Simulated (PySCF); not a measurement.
SMILES CO[SiH](OC)OC (C₃H₁₀O₃Si) at its GFN2-xTB optimised geometry (Å):

```
17

C      0.6666    -1.8163    -0.4419
O      1.0298    -0.6608     0.2571
Si     0.5344     0.8567     0.0000
O     -1.0825     0.8567     0.0000
C     -1.9453     1.9572     0.0000
O      1.0315     1.7608     1.2449
C      2.3285     1.8927     1.7509
H     -0.4135    -1.8589    -0.5861
H      1.1550    -1.8378    -1.4192
H      0.9920    -2.6771     0.1438
H      1.0601     1.3740    -1.2664
H     -1.6547     2.6771     0.7663
H     -1.9298     2.4527    -0.9736
H     -2.9524     1.5916     0.2038
H      2.7821     0.9140     1.9128
H      2.9524     2.4599     1.0561
H      2.2640     2.4280     2.6988
```

Computed with CAM-B3LYP/def2-SVP (PySCF 2.14.0). Cells within 0.4 Å of a nucleus heavier than hydrogen are left out (blank, or x).

Map of the Laplacian of the electron density (e/bohr⁵), clipped to [-1.50, 1.50] on the plane z = 0.0 Å:

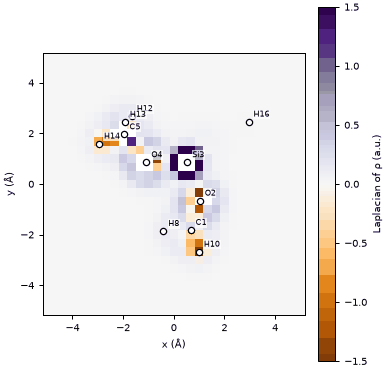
*Laplacian of the electron density (e/bohr⁵), clipped to [-1.50, 1.50] on the plane z = 0.0 Å.*
